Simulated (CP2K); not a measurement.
Consider formamide at its PBE geometry (Å).

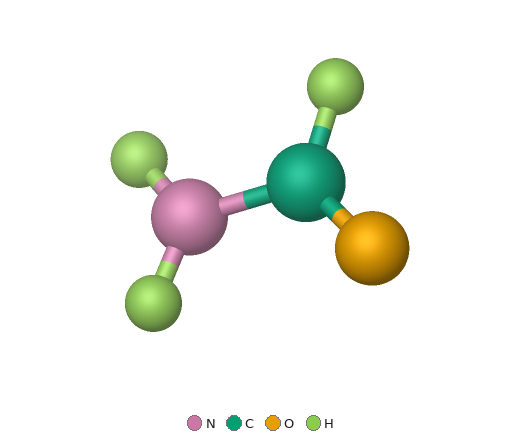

The molecule (nitrogen pink, carbon teal, oxygen orange, hydrogen green).

```xyz
6

N    -0.6908   -0.0592    0.0832
C     0.6601    0.0578   -0.0713
O     1.4435   -0.8872   -0.1018
H    -1.1041   -0.9831    0.1664
H    -1.2948    0.7539    0.0907
H     0.9860    1.1178   -0.1672
```

Method: CP2K XAS_TDP, all-electron GAPW, PBEh(45%), aug-cc-pVTZ, TDA, GW2X-corrected core level, no relativity.

Q: Predict the bright core excitations at the O K edge.

Leading lines: O3 530.01 eV. The leading line of an atom is its first one with 35 % of the strongest within 2.5 eV of its lowest line over the strength cut. Core ionisation energies at this level: O3 535.06 eV.

The first six lines of each atom with a strength over 0.0015:

| atom | energy (eV) | states | strength, one atom | above the computed threshold |
| --- | --- | --- | --- | --- |
| O3 (bonded to C) | 530.01 | 1 | 0.0392 |  |
|  | 533.24 | 1 | 0.0027 |  |
|  | 535.00 | 1 | 0.0035 |  |
|  | 535.36 | 1 | 0.0026 | yes |
|  | 536.09 | 1 | 0.0054 | yes |
|  | 536.80 | 1 | 0.0033 | yes |

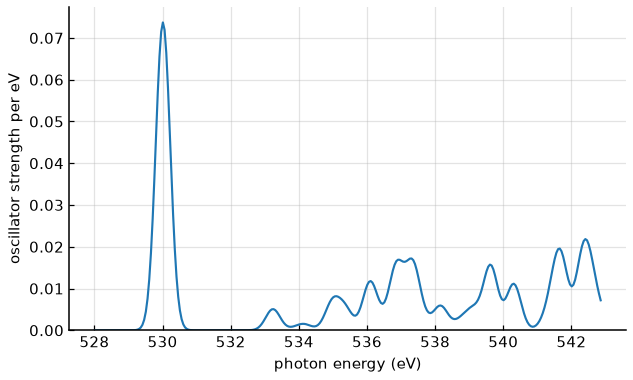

All atoms added, broadened by 0.5 eV.

Lines are vertical, at one geometry, with no vibrational structure. GW2X ionisation energies and lines can be off by 1 to 2 eV either way, and a good line position may hide errors that cancel. These values hold no scalar relativity, about 0.4 eV for O 1s. Rydberg lines, and the discretised continuum above threshold, depend on the basis and the box.

[Banner, clock and machine lines of the logs are left out without a mark of their own.]

[Logs are printed without paths, hosts, clocks, repeated set-up lines and the standing remarks that a program may print on its own settings, such as how far it seeks lower states.]

[Hosts, paths, dates, database ids (printed as entryN), source tags and the programs' standing remarks are cut or masked in the printed files.]
